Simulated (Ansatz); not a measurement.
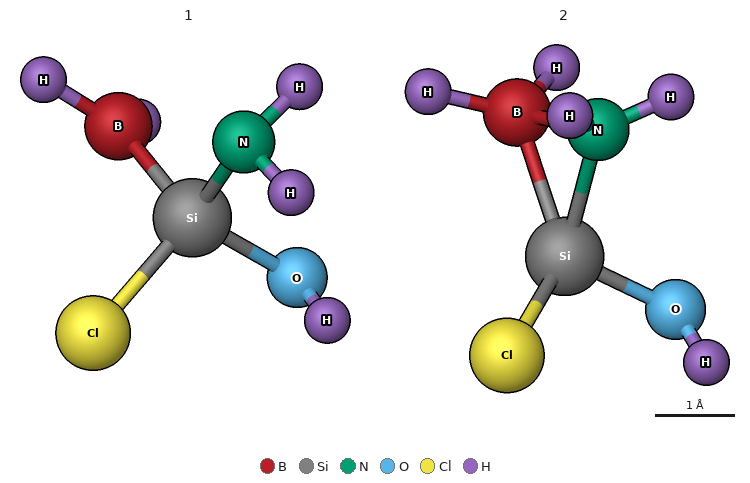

Two geometries of BSiNH₅OCl (coarse preliminary run), drawn at one scale. One is the start of a relaxation, the other its converged end. The picture is a ball-and-stick view, seen from a free direction.

Theory: RKS PBE-D4/def2-SVP (Ansatz 0.2.0). (force threshold 0.03 eV/Å; at most 200 steps)

### Which one is relaxed?

Structure 2 is the relaxed one. The start comes from a force field. The atom that moves furthest after the best rigid fit is an H atom (1.62 Å). By element the largest moves are H 1.62 Å, N 0.82 Å, Cl 0.67 Å, B 0.62 Å, Si 0.61 Å, O 0.41 Å. Among the contacts that change: B–N 2.991 → 1.637 Å, N–Si 1.778 → 1.922 Å, O–Si 1.789 → 1.674 Å, H–N 1.109 → 1.027 Å. Among the angles between lasting bonds that change: B–Si–N 108.3° → 49.9°, B–Si–O 108.5° → 126.0°, Si–N–H 106.5° → 121.2°. Over 22 accepted moves (24 points after the start) the energy falls by 27.2 kcal/mol. Largest force component: 2.2 eV/Å at the start, 0.021 eV/Å at the end. The line search rejected the trial steps at points 9, 22 of the run. Cost: 30 s on 4 threads of Arm Neoverse V2, with other jobs on the host.
